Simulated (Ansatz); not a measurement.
Start from PbS in the rock salt structure (space group Fm-3m, No. 225; a = 6.009 Å).

Structures relaxed with Ansatz (a program for electronic structure), PBE, PAW, cutoff 420 eV, no spin-orbit coupling, earlier PAW set.

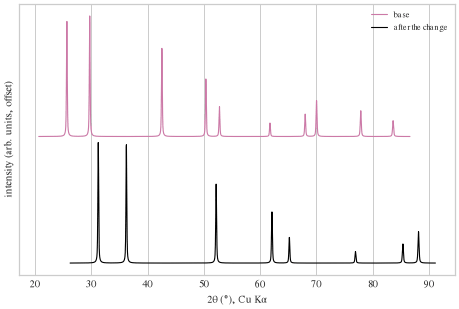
Simulated powder patterns before (top) and after one change

**Question.** Which change produced these results?
(A) pressure −1 GPa
(B) pressure −2 GPa
(C) pressure 50 GPa
(D) pressure 100 GPa

**Answer.** D, pressure 100 GPa. Its volume per atom is 15.23 Å³ against 27.12 Å³, and its space group is Fm-3m (No. 225).

The mesh was chosen for an insulator and is coarse for the gapless case. Load acts through the strain it causes; cell and atoms are relaxed under it. Stability against distortions was not tested. No other phases were tried under pressure. All final runs are without spin polarisation.
